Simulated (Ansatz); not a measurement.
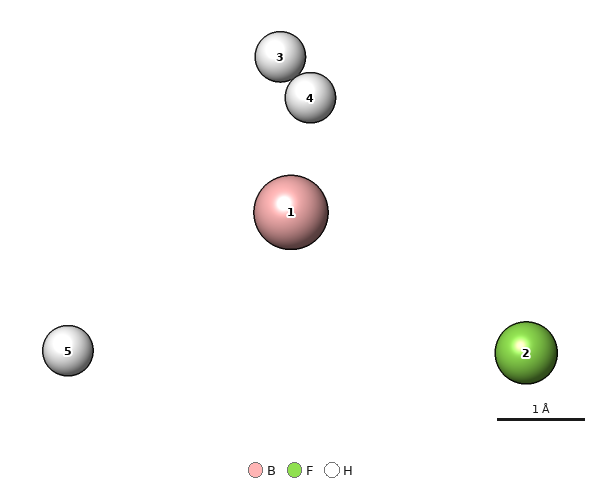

The structure (ball-and-stick view, seen at a tilt; atoms are numbered from 1 in the order of the input).

**Single-point calculation of BH₃F (charge −1)**

- system: BH₃F, charge −1
- method: RKS B2PLYP/6-31G (Ansatz 0.2.0)

Some settings of this run were made unusual or wrong on purpose. The geometry comes from this level: PBE0-D4/def2-TZVPD. Figures and captions count atoms from 1; the log counts them from 0 in places.

### The program's output
```
Functional definition: B2PLYP
  name "B2PLYP"
  cite "Grimme, J. Chem. Phys. 124, 034108 (2006) doi:10.1063/1.2148954"
  cite "Becke, Phys. Rev. A 38, 3098 (1988) doi:10.1103/PhysRevA.38.3098"
  cite "Lee, Yang & Parr, Phys. Rev. B 37, 785 (1988) doi:10.1103/PhysRevB.37.785"
  parameter a = 0.53
  parameter c = 0.27
  exchange = (1 - a)*b88_x + a*exact_x
  correlation = (1 - c)*lyp_c + c*(mp2_os + mp2_ss)
these checks for a lower state are left out or cut short: starts
297 factors; integrals over basis functions are off by at most 4.7e-4 eV
mean field evaluation 1: about -3393.5367 eV, gradient 7.6e1 eV
mean field evaluation 2: about -3393.5352 eV, gradient 7.6e1 eV
mean field evaluation 4: about -3412.3937 eV, gradient 5.5e1 eV
mean field evaluation 8: about -3417.9318 eV, gradient 2.6e1 eV
mean field evaluation 16: about -3419.8182 eV, gradient 9.0e-1 eV
mean field -3419.82501538 eV, -125.6762512746 hartree, gradient 3.6e-6 eV, S^2 0.000000; 0 other end points of the search recorded, 0 dependent functions left out; unrestricted orbitals would lower it
2 core orbitals not correlated: weight in the atoms' cores, before any rotation towards them, 1.000 or more for the frozen orbitals, at most 0.000 for the correlated occupied ones
reference -3419.82516013 eV, -125.6762565941 hartree; 7, 7 occupied and 15, 15 virtual orbitals, 297 factors
second order -13.90626819 eV of doubles, -0.00000000 eV of singles
the calculation of the forces begins
Total energy: -3423.57985254 eV, -125.8142389952 hartree
Atom 0 at    -0.090844     0.007599    -0.085711 Å, force    -0.241964     0.922040    -0.296090 eV/Å
Atom 1 at     0.072156     0.096399     3.110860 Å, force    -0.040828    -0.030778    -0.431247 eV/Å
Atom 2 at     2.671794     0.075134    -0.961778 Å, force    -0.462910    -0.004878     0.151756 eV/Å
Atom 3 at    -1.276294     2.104955    -0.842359 Å, force     0.632427    -1.151694     0.414615 eV/Å
Atom 4 at    -1.352428    -2.459556    -1.340452 Å, force     0.113274     0.265310     0.160966 eV/Å
Dipole moment:    -0.010242     0.003904     0.935933 e Å
Checks for a lower state left out: starts
```

The run was set up as follows.

### Input file
```yaml
crystal:
  periodic: [false, false, false]
  atoms:
    - {symbol: B, position_ang: [-0.090844, 0.007599, -0.085711]}
    - {symbol: F, position_ang: [0.072156, 0.096399, 3.110860]}
    - {symbol: H, position_ang: [2.671794, 0.075134, -0.961778]}
    - {symbol: H, position_ang: [-1.276294, 2.104955, -0.842359]}
    - {symbol: H, position_ang: [-1.352428, -2.459556, -1.340452]}
basis:
  gaussian: {orbitals: 6-31G}
total_charge: -1
hamiltonian: {xc: {name: B2PLYP}}
scf: {omitted_lower_state_checks: [starts]}
output: {forces: true}
```

Command:
```bash
ansatz run in.yaml --threads 4 --pin off --events-out ev --progress --plain --max-ram 3916MiB
```

### Outcome

```csv
quantity,value
outcome,converged
total energy,−3423.5799 eV
mean-field energy,−3419.8252 eV
SCF solution under orbital rotations,stable within restricted orbitals
largest force (length of the vector),1.378 eV/Å
hardware,"4 threads of Arm Neoverse V2, 23 GiB of memory available, shared host"
peak memory,0.24 GiB
```

### What went wrong

The input was spoiled on purpose: apart. The run converged all the same; its numbers are those of the faulty input and shouldn't be used.
